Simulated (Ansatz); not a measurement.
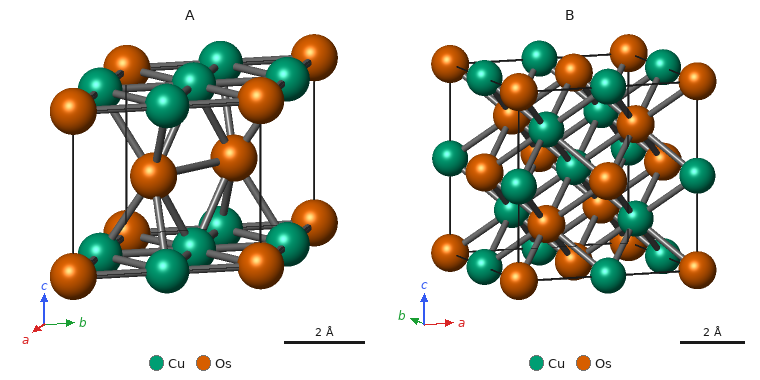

Two structures of CuOs, each relaxed to rest (conventional cells in solid outline, small ones repeated, not to one scale). Method: DFT PBE, scalar-relativistic, plane waves, PAW in Ansatz 0.2.0, without spin polarisation.

What are A and B?

Answer. A: 6 atoms a cell on a primitive hexagonal lattice, P6/mmm. B: 16 atoms a cell on a face-centred cubic lattice, Fd-3m.

Which form lies lower?

Answer. B is lower, by 790 meV/atom at this level of theory (energies at zero smearing). Volumes: A 14.7, B 13.4 Å³/atom.

One or both may be structure types tried for this composition rather than known phases.
